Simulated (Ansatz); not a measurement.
## Run report: GaOF2 (charge −1), molecular dynamics (part 2 of 2)

The same run, continued: GaOF2, charge −1; RKS PBE0-D4/def2-SVPD (Ansatz 0.2.0). 

Geometry of the input (Å):
```
O  -1.5442  -0.5055  0.7983
Ga -0.1404  -0.0459  0.0712
F  1.5444  -0.6558  0.3319
F  0.1401  1.2072  -1.2014
```

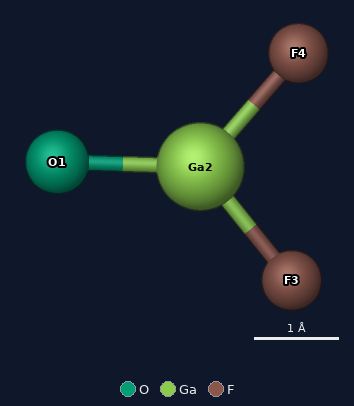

The geometry at step 19 of the log (ball-and-stick view, seen on its broad side; atoms are numbered from 1 in the order of the input).

Trajectory as extended XYZ, continued:
```
4
Properties=species:S:1:pos:R:3:forces:R:3 step=7 time_fs=1.8 energy=-59836.60270 temperature=1276.0
O    -1.5717   -0.5068    0.7888   -0.9483  -0.3133   0.4703
Ga   -0.1355   -0.0475    0.0684    0.3761   0.3158  -0.3447
F     1.5272   -0.6530    0.3350    0.4652  -0.1173   0.0141
F     0.1621    1.2145   -1.1863    0.1071   0.1148  -0.1398
4
Properties=species:S:1:pos:R:3:forces:R:3 step=8 time_fs=2.0 energy=-59836.60504 temperature=1287.7
O    -1.5758   -0.5072    0.7874   -0.8202  -0.2726   0.4036
Ga   -0.1347   -0.0477    0.0680    0.1909   0.2949  -0.2851
F     1.5247   -0.6524    0.3355    0.5244  -0.1426   0.0265
F     0.1654    1.2156   -1.1843    0.1049   0.1203  -0.1451
4
Properties=species:S:1:pos:R:3:forces:R:3 step=9 time_fs=2.2 energy=-59836.60667 temperature=1300.9
O    -1.5801   -0.5074    0.7860   -0.6918  -0.2322   0.3375
Ga   -0.1340   -0.0480    0.0676    0.0049   0.2752  -0.2265
F     1.5223   -0.6517    0.3359    0.5843  -0.1683   0.0392
F     0.1686    1.2168   -1.1824    0.1026   0.1254  -0.1502
4
Properties=species:S:1:pos:R:3:forces:R:3 step=10 time_fs=2.5 energy=-59836.60755 temperature=1345.8
O    -1.5845   -0.5077    0.7846   -0.5636  -0.1923   0.2720
Ga   -0.1332   -0.0483    0.0672   -0.1816   0.2557  -0.1684
F     1.5199   -0.6509    0.3363    0.6449  -0.1946   0.0523
F     0.1719    1.2179   -1.1803    0.1003   0.1312  -0.1559
4
Properties=species:S:1:pos:R:3:forces:R:3 step=11 time_fs=2.8 energy=-59836.60766 temperature=1316.0
O    -1.5889   -0.5080    0.7831   -0.4372  -0.1532   0.2081
Ga   -0.1325   -0.0486    0.0668   -0.3665   0.2374  -0.1121
F     1.5175   -0.6500    0.3368    0.7057  -0.2209   0.0655
F     0.1751    1.2191   -1.1782    0.0980   0.1368  -0.1615
4
Properties=species:S:1:pos:R:3:forces:R:3 step=12 time_fs=3.0 energy=-59836.60704 temperature=1280.7
O    -1.5933   -0.5083    0.7818   -0.3120  -0.1149   0.1453
Ga   -0.1318   -0.0488    0.0664   -0.5499   0.2202  -0.0573
F     1.5152   -0.6492    0.3372    0.7661  -0.2471   0.0785
F     0.1783    1.2204   -1.1761    0.0957   0.1418  -0.1665
4
Properties=species:S:1:pos:R:3:forces:R:3 step=13 time_fs=3.2 energy=-59836.60568 temperature=1257.0
O    -1.5976   -0.5087    0.7805   -0.1871  -0.0768   0.0833
Ga   -0.1310   -0.0491    0.0659   -0.7328   0.2031  -0.0033
F     1.5130   -0.6485    0.3376    0.8264  -0.2732   0.0916
F     0.1814    1.2216   -1.1741    0.0935   0.1469  -0.1716
4
Properties=species:S:1:pos:R:3:forces:R:3 step=14 time_fs=3.5 energy=-59836.60358 temperature=1253.0
O    -1.6020   -0.5091    0.7793   -0.0631  -0.0393   0.0221
Ga   -0.1303   -0.0494    0.0655   -0.9148   0.1870   0.0494
F     1.5108   -0.6478    0.3381    0.8867  -0.2992   0.1048
F     0.1845    1.2228   -1.1720    0.0912   0.1516  -0.1763
4
Properties=species:S:1:pos:R:3:forces:R:3 step=15 time_fs=3.8 energy=-59836.60072 temperature=1243.3
O    -1.6064   -0.5096    0.7782    0.0594  -0.0025  -0.0378
Ga   -0.1296   -0.0497    0.0650   -1.0953   0.1724   0.1000
F     1.5087   -0.6470    0.3386    0.9472  -0.3254   0.1180
F     0.1875    1.2240   -1.1700    0.0886   0.1554  -0.1802
4
Properties=species:S:1:pos:R:3:forces:R:3 step=16 time_fs=4.0 energy=-59836.59714 temperature=1256.7
O    -1.6108   -0.5102    0.7770    0.1808   0.0339  -0.0967
Ga   -0.1288   -0.0501    0.0646   -1.2741   0.1595   0.1484
F     1.5066   -0.6463    0.3390    1.0076  -0.3515   0.1314
F     0.1906    1.2253   -1.1681    0.0857   0.1581  -0.1830
4
Properties=species:S:1:pos:R:3:forces:R:3 step=17 time_fs=4.2 energy=-59836.59278 temperature=1292.2
O    -1.6153   -0.5108    0.7759    0.3030   0.0705  -0.1556
Ga   -0.1281   -0.0504    0.0641   -1.4537   0.1474   0.1954
F     1.5045   -0.6456    0.3394    1.0682  -0.3776   0.1448
F     0.1938    1.2267   -1.1662    0.0825   0.1598  -0.1846
4
Properties=species:S:1:pos:R:3:forces:R:3 step=18 time_fs=4.5 energy=-59836.58762 temperature=1257.9
O    -1.6197   -0.5115    0.7747    0.4235   0.1065  -0.2131
Ga   -0.1273   -0.0508    0.0635   -1.6325   0.1361   0.2408
F     1.5024   -0.6451    0.3397    1.1296  -0.4040   0.1584
F     0.1969    1.2280   -1.1643    0.0793   0.1614  -0.1862
4
Properties=species:S:1:pos:R:3:forces:R:3 step=19 time_fs=4.8 energy=-59836.58173 temperature=1239.6
O    -1.6241   -0.5123    0.7736    0.5395   0.1410  -0.2681
Ga   -0.1265   -0.0511    0.0630   -1.8072   0.1268   0.2834
F     1.5003   -0.6447    0.3400    1.1917  -0.4307   0.1721
F     0.2000    1.2293   -1.1624    0.0761   0.1628  -0.1875
4
Properties=species:S:1:pos:R:3:forces:R:3 step=20 time_fs=5.0 energy=-59836.57507 temperature=1241.2
O    -1.6284   -0.5130    0.7726    0.6518   0.1744  -0.3210
Ga   -0.1258   -0.0515    0.0625   -1.9801   0.1188   0.3242
F     1.4982   -0.6443    0.3403    1.2553  -0.4578   0.1861
F     0.2032    1.2306   -1.1604    0.0730   0.1646  -0.1892
4
Properties=species:S:1:pos:R:3:forces:R:3 step=21 time_fs=5.2 energy=-59836.56767 temperature=1236.9
O    -1.6326   -0.5138    0.7715    0.7610   0.2066  -0.3721
Ga   -0.1250   -0.0519    0.0619   -2.1510   0.1123   0.3629
F     1.4960   -0.6439    0.3406    1.3201  -0.4855   0.2003
F     0.2063    1.2319   -1.1585    0.0699   0.1665  -0.1910
4
Properties=species:S:1:pos:R:3:forces:R:3 step=22 time_fs=5.5 energy=-59836.55962 temperature=1225.3
O    -1.6368   -0.5145    0.7703    0.8656   0.2371  -0.4207
Ga   -0.1242   -0.0523    0.0614   -2.3186   0.1077   0.3990
F     1.4939   -0.6435    0.3409    1.3861  -0.5137   0.2150
F     0.2095    1.2331   -1.1566    0.0669   0.1689  -0.1933
4
Properties=species:S:1:pos:R:3:forces:R:3 step=23 time_fs=5.8 energy=-59836.55100 temperature=1192.4
O    -1.6410   -0.5152    0.7692    0.9652   0.2658  -0.4664
Ga   -0.1235   -0.0528    0.0609   -2.4822   0.1051   0.4322
F     1.4918   -0.6430    0.3413    1.4531  -0.5423   0.2300
F     0.2127    1.2343   -1.1547    0.0639   0.1714  -0.1958
4
Properties=species:S:1:pos:R:3:forces:R:3 step=24 time_fs=6.0 energy=-59836.54199 temperature=1118.7
O    -1.6450   -0.5158    0.7680    1.0600   0.2928  -0.5095
Ga   -0.1228   -0.0533    0.0603   -2.6400   0.1042   0.4628
F     1.4897   -0.6426    0.3416    1.5190  -0.5705   0.2448
F     0.2158    1.2354   -1.1528    0.0610   0.1736  -0.1981
4
Properties=species:S:1:pos:R:3:forces:R:3 step=25 time_fs=6.2 energy=-59836.53255 temperature=1159.4
O    -1.6491   -0.5162    0.7668    1.1528   0.3186  -0.5512
Ga   -0.1221   -0.0537    0.0597   -2.7940   0.1033   0.4927
F     1.4878   -0.6422    0.3419    1.5829  -0.5982   0.2594
F     0.2188    1.2365   -1.1509    0.0584   0.1763  -0.2009
4
Properties=species:S:1:pos:R:3:forces:R:3 step=26 time_fs=6.5 energy=-59836.52258 temperature=1132.1
O    -1.6533   -0.5167    0.7656    1.2460   0.3443  -0.5927
Ga   -0.1214   -0.0542    0.0592   -2.9464   0.1008   0.5233
F     1.4859   -0.6419    0.3422    1.6444  -0.6250   0.2738
F     0.2218    1.2376   -1.1490    0.0560   0.1799  -0.2045
4
Properties=species:S:1:pos:R:3:forces:R:3 step=27 time_fs=6.8 energy=-59836.51211 temperature=1133.1
O    -1.6576   -0.5171    0.7644    1.3380   0.3696  -0.6332
Ga   -0.1207   -0.0546    0.0586   -3.0963   0.0967   0.5547
F     1.4841   -0.6416    0.3425    1.7041  -0.6512   0.2879
F     0.2248    1.2386   -1.1469    0.0541   0.1849  -0.2094
4
Properties=species:S:1:pos:R:3:forces:R:3 step=28 time_fs=7.0 energy=-59836.50113 temperature=1137.3
O    -1.6618   -0.5174    0.7633    1.4289   0.3942  -0.6730
Ga   -0.1201   -0.0550    0.0581   -3.2440   0.0919   0.5864
F     1.4823   -0.6414    0.3429    1.7625  -0.6771   0.3019
F     0.2277    1.2396   -1.1448    0.0526   0.1909  -0.2153
4
Properties=species:S:1:pos:R:3:forces:R:3 step=29 time_fs=7.2 energy=-59836.48970 temperature=1105.9
O    -1.6661   -0.5178    0.7622    1.5176   0.4179  -0.7114
Ga   -0.1194   -0.0554    0.0575   -3.3891   0.0880   0.6166
F     1.4806   -0.6412    0.3432    1.8204  -0.7028   0.3158
F     0.2307    1.2406   -1.1427    0.0511   0.1969  -0.2211
4
Properties=species:S:1:pos:R:3:forces:R:3 step=30 time_fs=7.5 energy=-59836.47805 temperature=1102.8
O    -1.6702   -0.5181    0.7610    1.6023   0.4402  -0.7474
Ga   -0.1187   -0.0558    0.0569   -3.5292   0.0857   0.6439
F     1.4789   -0.6410    0.3434    1.8773  -0.7281   0.3297
F     0.2336    1.2417   -1.1407    0.0496   0.2021  -0.2261
```

Key numbers:

- outcome: finished
- mean temperature over the second half: 1192 K
- trajectory: 30 steps, 7.5 fs
- ensemble: nvt_langevin
- temperature in the input: 1500 K
- time step: 0.25 fs
- potential energy (last step): −59836.4781 eV
- mean-field energy (last step): −59836.4190 eV
- dispersion energy (last step): −0.0591 eV
- SCF solution under orbital rotations (last step): stable
- largest force (length of the vector) (last step): 3.588 eV/Å
- hardware: 1 CPU thread, shared host
- wall time: 2.2 min
- peak memory: 0.27 GiB

Remarks:

So short a trajectory is not equilibrated. The logged temperature at the start can lie below the typed one, since it is counted over all degrees of freedom.
